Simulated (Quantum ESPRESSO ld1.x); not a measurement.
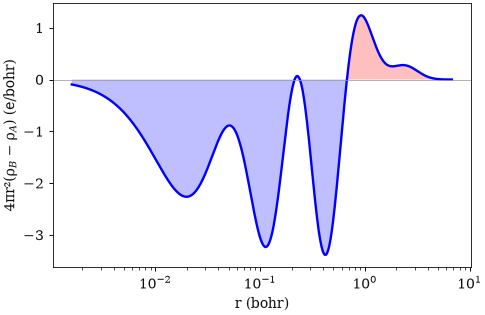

Two nuclei with the same 30 electrons, [Ar] 3d10 4s2, were computed: Z = 31.5 with 30 electrons; Z = 32.7 with 30 electrons. Level of theory: scalar-relativistic Kohn-Sham, LDA (Slater exchange, VWN5 correlation), spin-polarised, spherical densities, point nucleus. Computed with Quantum ESPRESSO ld1.x 7.5.

The plot shows the radial density of run B less that of run A; on the logarithmic r axis, areas aren't charges.

Q: Assign A and B and describe the change of the density.

Answer: A is Z = 32.7 with 30 electrons; B is Z = 31.5 with 30 electrons. B holds 1.2 electrons more than A where the difference is positive (most at r = 0.92 bohr) and 1.2 electrons fewer where it is negative (most at r = 0.42 bohr), with no net change. The larger nuclear charge draws every shell in.
